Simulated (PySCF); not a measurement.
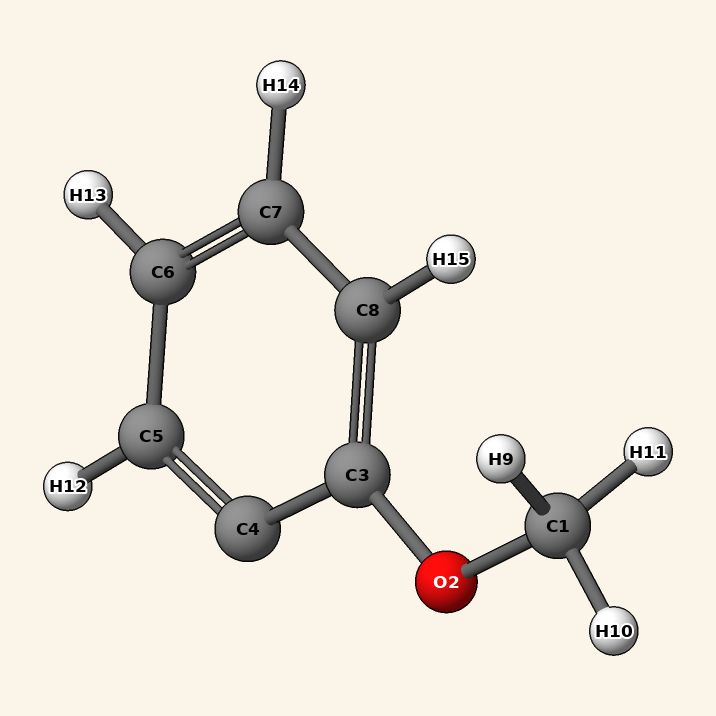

The questions are on Mulliken spin populations. The species is neutral and a spin doublet. The geometry was computed by an optimisation with GFN2-xTB. No frequency run is at hand to confirm it as a minimum. Level of theory: UKS B3LYP, pcH-1 on C H O, non-relativistic (PySCF 2.14.0).

> Which atom carries the largest spin population?

C4 (1.02 e).

> Which atom has the lowest spin population?

C5 (−0.08 e); a negative value comes from spin polarisation.

Give the Mulliken spin populations atom by atom.

```csv
atom,value (e)
C1,0.00
O2,0.01
C3,−0.05
C4,1.02
C5,−0.08
C6,0.06
C7,−0.04
C8,0.04
H9,0.00
H10,0.00
H11,0.00
H12,0.03
H13,0.01
H14,0.00
H15,0.01
```

Mulliken values depend strongly on the basis set.
